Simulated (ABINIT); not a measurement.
## Quasiparticle gap of BaTiO3 (P4mm) in ABINIT

Wanted: ground state, empty states, screening and self-energy for BaTiO3 (P4mm).

Method: PBE and many-body steps on it, plane waves, in ABINIT 10.8.3.

## Step 1: Starting point

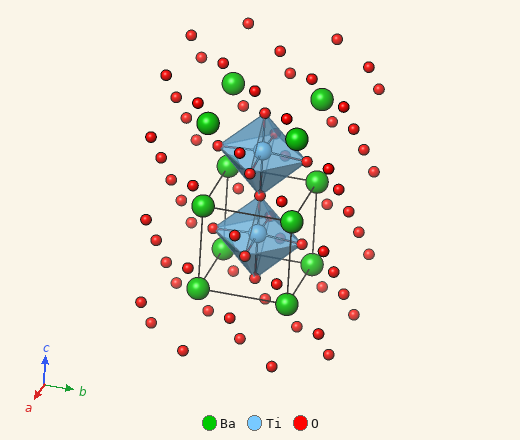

The cell as given, from a free direction (barium green, titanium blue, oxygen red). 1×1×2 cells are drawn. Some periodic images of atoms are drawn too.

The cell and positions come from the Crystallography Open Database and are kept as given unless a step says otherwise. Spin-orbit coupling is left out unless a step names it.

## Step 2: Ground state

This step: ABINIT 10.8.3; DFT, PBE, plane waves, norm-conserving pseudopotentials.

The ground-state density comes first.

run.abi reads:

```
acell 3*1.0 Angstrom
rprim 
  3.990480000000 0.000000000000 0.000000000000
  0.000000000000 3.990480000000 0.000000000000
  0.000000000000 0.000000000000 4.023030000000
ntypat 3
znucl 56 22 8
natom 5
typat 1 2 3 3 3
xred 
  0.000000000000 0.000000000000 0.000000000000
  0.500000000000 0.500000000000 0.522000000000
  0.500000000000 0.500000000000 0.979000000000
  0.500000000000 0.000000000000 0.488000000000
  0.000000000000 0.500000000000 0.488000000000
pp_dirpath "pseudos"
pseudos "Ba.upf, Ti.upf, O.upf"
ecut 38
ngkpt 6 6 6
nshiftk 1
shiftk 0 0 0
kptopt 1
chksymbreak 0
nband 26
occopt 1
tolvrs 1e-10
nstep 60
prtwf 0
optforces 0
optstress 0
indata_prefix "in"
outdata_prefix "out"
tmpdata_prefix "tmp"
```

Launch:

```console
> OMP_NUM_THREADS=1 mpirun -n 4 abinit run.abi > log
```

Numbers of over 12 decimals in the logs are rounded to 6 here.

Log:

```text
.Version 10.8.3 of ABINIT. v10.8.2 released Aug 2026.

 Symmetries : space group P4 m m (# 99); Bravais tP (primitive tetrag.)
================================================================================
 Values of the parameters that define the memory need of the present run
     intxc =       0    ionmov =       0      iscf =       7    lmnmax =       6
     lnmax =       6     mgfft =      45  mpssoang =       3    mqgrid =    3001
     natom =       5  nloc_mem =       1    nspden =       1   nspinor =       1
    nsppol =       1      nsym =       8    n1xccc =    2501    ntypat =       3
    occopt =       1   xclevel =       2
-    mband =          26        mffmem =           1         mkmem =          10
       mpw =        4860          nfft =       91125          nkpt =          40
================================================================================
  Rough estimation (10% accuracy) of disk space for files :
================================================================================

--------------------------------------------------------------------------------
------------- Echo of variables that govern the present computation ------------
--------------------------------------------------------------------------------
 -outvars: echo values of preprocessed input variables --------
            acell      1.8897261259E+00  1.8897261259E+00  1.8897261259E+00 Bohr

      chksymbreak           0
             ecut      3.80000000E+01 Hartree
-          fftalg         312

              ixc     -101130
              kpt      0.00000000E+00  0.00000000E+00  0.00000000E+00
                       1.66666667E-01  0.00000000E+00  0.00000000E+00
                       3.33333333E-01  0.00000000E+00  0.00000000E+00
                       5.00000000E-01  0.00000000E+00  0.00000000E+00
                       1.66666667E-01  1.66666667E-01  0.00000000E+00
                       3.33333333E-01  1.66666667E-01  0.00000000E+00
                       5.00000000E-01  1.66666667E-01  0.00000000E+00
                       3.33333333E-01  3.33333333E-01  0.00000000E+00
                       5.00000000E-01  3.33333333E-01  0.00000000E+00
   [... 29 further rows ...]
                       5.00000000E-01  3.33333333E-01  5.00000000E-01
                       5.00000000E-01  5.00000000E-01  5.00000000E-01
         kptrlatt        6    0    0      0    6    0      0    0    6
          kptrlen      4.52454859E+01
P           mkmem          10
            natom           5
            nband          26
            ngfft          45      45      45
             nkpt          40
            nstep          60
             nsym           8
           ntypat           3
              occ      2.000000  2.000000  2.000000  2.000000  2.000000  2.000000
                       2.000000  2.000000  2.000000  2.000000  2.000000  2.000000
                       2.000000  2.000000  2.000000  2.000000  2.000000  2.000000
                       2.000000  2.000000  0.000000  0.000000  0.000000  0.000000
                       0.000000  0.000000
        optforces           0
        optstress           0
            prtwf           0
            rprim      3.9904800000E+00  0.0000000000E+00  0.0000000000E+00
[...]
spgroup          99

           tolvrs      1.00000000E-10

             xred      0.0000000000E+00  0.0000000000E+00  0.0000000000E+00
[...]
znucl       56.00000   22.00000    8.00000

================================================================================

 chkinp: Checking input parameters for consistency.

================================================================================
== DATASET  1 ==================================================================
-   mpi_nproc: 4, omp_nthreads: 1 (-1 if OMP is not activated)

--- !DatasetInfo
iteration_state: {dtset: 1, }
dimensions: {natom: 5, nkpt: 40, mband: 26, nsppol: 1, nspinor: 1, nspden: 1, mpw: 4860, }
cutoff_energies: {ecut:  38.0, pawecutdg:  -1.0, }
electrons: {nelect:   4.00000000E+01, charge:   0.00000000E+00, occopt:   1.00000000E+00, tsmear:   1.00000000E-02, }

 Real(R)+Recip(G) space primitive vectors, cartesian coordinates (Bohr,Bohr^-1):
 R(1)=  7.5409143  0.0000000  0.0000000  G(1)=  0.1326099  0.0000000  0.0000000
 R(2)=  0.0000000  7.5409143  0.0000000  G(2)=  0.0000000  0.1326099  0.0000000
 R(3)=  0.0000000  0.0000000  7.6024249  G(3)=  0.0000000  0.0000000  0.1315370
 Unit cell volume ucvol=  4.3231485E+02 bohr^3
 Angles (23,13,12)=  9.00000000E+01  9.00000000E+01  9.00000000E+01 degrees

 getcut: wavevector=  0.0000  0.0000  0.0000  ngfft=  45  45  45
         ecut(hartree)=     38.000   => boxcut(ratio)=   2.08566

--- Pseudopotential description ------------------------------------------------
- Ba Generated using ONCVPSP code by D. R. Hamann
- 56.00000  10.00000  171031                  znucl, zion, pspdat
12 -101130 2 -1 1958                          pspcod,pspxc,lmax,lloc,mmax
     nproj     2     2     2
  pspatm : epsatm=   26.75150155
         --- l  ekb(1:nproj) -->
[...]
pspatm: atomic psp has been read  and splines computed

- Ti Generated using ONCVPSP code by D. R. Hamann
- 22.00000  12.00000  171031                  znucl, zion, pspdat
12 -101130 2 -1 1586                          pspcod,pspxc,lmax,lloc,mmax
     nproj     2     2     2
  pspatm : epsatm=   14.68144553
         --- l  ekb(1:nproj) -->
[...]
pspatm: atomic psp has been read  and splines computed

- O Generated using ONCVPSP code by D. R. Hamann
-  8.00000   6.00000  171031                  znucl, zion, pspdat
12 -101130 2 -1 936                           pspcod,pspxc,lmax,lloc,mmax
     nproj     2     2     1
  pspatm : epsatm=    6.19545534
         --- l  ekb(1:nproj) -->
[...]
2   -1.331955
 pspatm: atomic psp has been read  and splines computed

   2.40077252E+03                                ecore*ucvol(ha*bohr**3)
--------------------------------------------------------------------------------

_setup2: Arith. and geom. avg. npw (full set) are    4836.255    4836.244

================================================================================

--- !BeginCycle
iteration_state: {dtset: 1, }
solver: {iscf: 7, nstep: 60, nline: 4, wfoptalg: 0, }
tolerances: {tolvrs: 1.00E-10, }

     iter   Etot(hartree)      deltaE(h)  residm     vres2
 ETOT  1  -136.75115245054    -1.368E+02 9.889E-02 1.917E+03
 ETOT  2  -127.60723889614     9.144E+00 1.852E-01 3.435E+04
 ETOT  3  -137.29563922784    -9.688E+00 7.455E-02 5.199E+02
 ETOT  4  -137.31512178266    -1.948E-02 1.362E-02 3.335E+02
 ETOT  5  -137.36421187996    -4.909E-02 2.168E-02 1.042E+02
 ETOT  6  -137.37394325638    -9.731E-03 7.313E-03 5.701E+01
 ETOT  7  -137.38442774839    -1.048E-02 2.353E-02 6.831E+00
 ETOT  8  -137.38552180558    -1.094E-03 6.889E-03 1.562E+00
 ETOT  9  -137.38580460696    -2.828E-04 4.046E-03 2.471E-01
 ETOT 10  -137.38585632205    -5.172E-05 6.390E-03 4.527E-03
 ETOT 11  -137.38585726138    -9.393E-07 3.822E-03 5.973E-05
 ETOT 12  -137.38585727248    -1.110E-08 4.984E-03 2.485E-06
 ETOT 13  -137.38585727308    -6.034E-10 7.272E-03 9.587E-08
 ETOT 14  -137.38585727311    -2.095E-11 3.122E-03 1.977E-09
 ETOT 15  -137.38585727310     7.958E-13 1.865E-03 1.240E-10
 ETOT 16  -137.38585727311    -2.530E-12 2.941E-03 1.979E-12

 At SCF step   16       vres2   =  1.98E-12 < tolvrs=  1.00E-10 =>converged.

--- !ResultsGS
iteration_state: {dtset: 1, }
comment   : Summary of ground state results
lattice_vectors:
- [  7.5409143,   0.0000000,   0.0000000, ]
- [  0.0000000,   7.5409143,   0.0000000, ]
- [  0.0000000,   0.0000000,   7.6024249, ]
lattice_lengths: [   7.54091,    7.54091,    7.60242, ]
lattice_angles: [ 90.000,  90.000,  90.000, ] # degrees, (23, 13, 12)
lattice_volume:   4.3231485E+02
convergence: {deltae: -2.530E-12, res2:  1.979E-12, residm:  2.941E-03, diffor:  0.000E+00, }
etotal    :  -1.37385857E+02
entropy   :   0.00000000E+00
fermie    :   2.46877495E-01
cartesian_stress_tensor: null
pressure_GPa: null
xred      :
- [  0.0000E+00,   0.0000E+00,   0.0000E+00, Ba]
- [  5.0000E-01,   5.0000E-01,   5.2200E-01, Ti]
- [  5.0000E-01,   5.0000E-01,   9.7900E-01,  O]
- [  5.0000E-01,   0.0000E+00,   4.8800E-01,  O]
- [  0.0000E+00,   5.0000E-01,   4.8800E-01,  O]
cartesian_forces: null
force_length_stats: {min: null, max: null, mean: null, }

 Integrated electronic density in atomic spheres:
 ------------------------------------------------
 Atom  Sphere_radius  Integrated_density
[...]
================================================================================

 ----iterations are completed or convergence reached----

 Mean square residual over all n,k,spin=   12.653E-06; max=  29.414E-04
 reduced coordinates (array xred) for    5 atoms
       0.000000000000      0.000000000000      0.000000000000
       0.500000000000      0.500000000000      0.522000000000
       0.500000000000      0.500000000000      0.979000000000
       0.500000000000      0.000000000000      0.488000000000
       0.000000000000      0.500000000000      0.488000000000
 rms dE/dt=  0.0000E+00; max dE/dt=  0.0000E+00; dE/dt below (all hartree)
    1       0.000000000000      0.000000000000      0.000000000000
    2       0.000000000000      0.000000000000      0.000000000000
    3       0.000000000000      0.000000000000      0.000000000000
    4       0.000000000000      0.000000000000      0.000000000000
    5       0.000000000000      0.000000000000      0.000000000000

 cartesian coordinates (angstrom) at end:
    1      0.000000     0.000000     0.000000
    2      1.995240     1.995240     2.100022
    3      1.995240     1.995240     3.938546
    4      1.995240     0.000000     1.963239
    5      0.000000     1.995240     1.963239
 length scales=  1.889726125908  1.889726125908  1.889726125908 bohr
              =  1.000000000000  1.000000000000  1.000000000000 angstroms
 prteigrs : about to open file out_EIG
 Fermi (or HOMO) energy (hartree) =   0.24688   Average Vxc (hartree)=  -0.42067
 Eigenvalues (hartree) for nkpt=  40  k points:
 kpt#   1, nband= 26, wtk=  0.00463, kpt=  0.0000  0.0000  0.0000 (reduced coord)
  -1.82902   -0.95838   -0.95571   -0.95571   -0.66700   -0.37437   -0.35146   -0.34702
  -0.12184   -0.12184   -0.12179    0.15967    0.16067    0.16067    0.19522    0.19522
   0.20348    0.23045    0.23326    0.23326    0.31491    0.32841    0.32841    0.40096
   0.42300    0.43021
 prteigrs : prtvol=0 or 1, do not print more k-points.

--- !EnergyTerms
iteration_state     : {dtset: 1, }
comment             : Components of total free energy in Hartree
kinetic             :  6.27812113529147E+01
hartree             :  2.99537990853779E+01
xc                  : -2.80678646837879E+01
Ewald energy        : -1.03492580402229E+02
psp_core            :  5.55329650225250E+00
local_psp           : -1.00807849955633E+02
non_local_psp       : -3.30586917200199E+00
total_energy        : -1.37385857273107E+02
total_energy_eV     : -3.73845962699373E+03
band_energy         : -1.05725584379354E+01

== END DATASET(S) ==============================================================
================================================================================

 -outvars: echo values of variables after computation  --------
           etotal     -1.3738585727E+02
            nband          26
             nkpt          40
          spgroup          99
 [... the other variables as echoed above ...]

 Calculation completed.
```

Run time: 71 s. Hardware: 4 MPI ranks of Arm Neoverse V2, shared host; peak memory 0.38 GiB; 4.7 min of CPU time.

This step gave:

| Property | Result |
| --- | --- |
| total energy | -3738.4596 eV |
| gap | 1.851 eV |
| k of the valence top | 0.5, 0.5, 0.5 |
| k of the conduction bottom | 0, 0, 0 |
| least direct gap | 2.222 eV |

The gap is indirect, with the least direct gap 0.37 eV higher.

(Part 1 of 3 ends here.)

[Paths, hosts, dates, memory and timing lines, banners, echoed tables and standing remarks are left out of the program output.]

[Logs are printed without paths, hosts, clocks, repeated set-up lines and the standing remarks that a program may print on its own settings, such as how far it seeks lower states.]

[Runs of the session that timed out or met a known fault of the program may be left out.]

[Hosts, paths, dates, database ids (printed as entryN), source tags and the programs' standing remarks are cut or masked in the printed files.]

[G0W0 gaps are taken among the corrected bands and points alone; a level outside them can change the order at an edge.]

[Where Ansatz stands beside ABINIT at settings called matched, ABINIT's density can come from a denser mesh and the files from another edition; pairs whose starting gaps differed by over 0.03 eV were left out, so agreement reads better than it is.]
